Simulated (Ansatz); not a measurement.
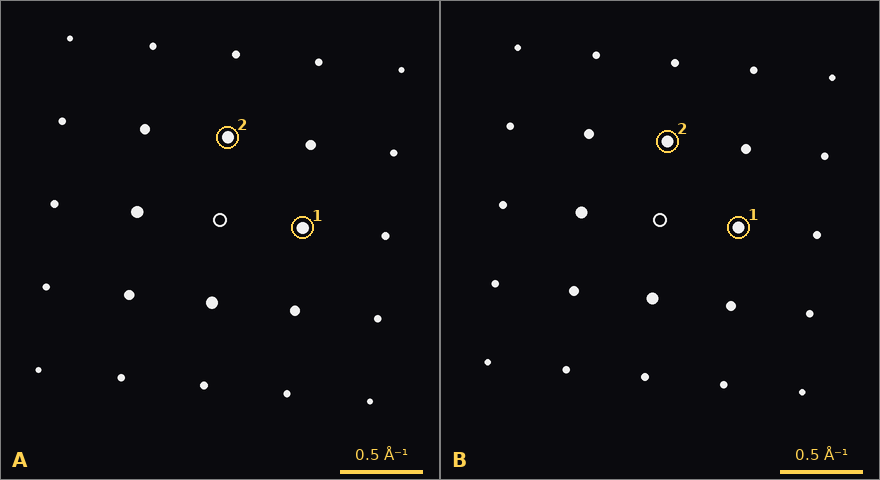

Kinematic electron diffraction patterns (120 kV, B = 0.5 Å², same scale) along [001] of the run's own cell, for the start and the end of one relaxation of CdMo with DFT, PAW plane waves, pbe (Ansatz). k mesh 11×11×4. The start is a generated model structure, and the relaxation ends in the nearest stationary point of its symmetry, not necessarily the ground state. Spot 1 is -1 -1 0 and spot 2 is 1 -1 0 in both.

Start structure:

```
Mo Cd
1.0
     2.91968    0.00000    0.00000
     0.00000    2.91968    0.00000
     0.00000    0.00000    9.00233
Mo Cd
2 2
Cartesian
  0.0000 1.4598 5.4734
  1.4598 0.0000 3.5289
  0.0000 1.4598 1.1703
  1.4598 0.0000 7.8320
```

Question: Which pattern belongs to the start structure, and which to the relaxed one?

Answer: B is the start: its cell gives d(1) = 2.065 Å, d(2) = 2.065 Å and an angle of 90.0°. A is the relaxed structure, with d(1) = 1.958 Å (-5.2 %), d(2) = 1.958 Å (-5.2 %) and 90.0°.

Question: Summarise the relaxation behind the change.

Answer: The volume changed by -5.6 % to 18.11 Å³ an atom; with the mean shift removed, the atoms moved by up to 0.09 Å relative to the cell (Mo most); the space group stayed P4/nmm (No. 129); the free energy fell by 52 meV an atom. Relaxed cell: a = 2.769 Å, b = 2.769 Å, c = 9.448 Å, α = 90.00°, β = 90.00°, γ = 90.00°.
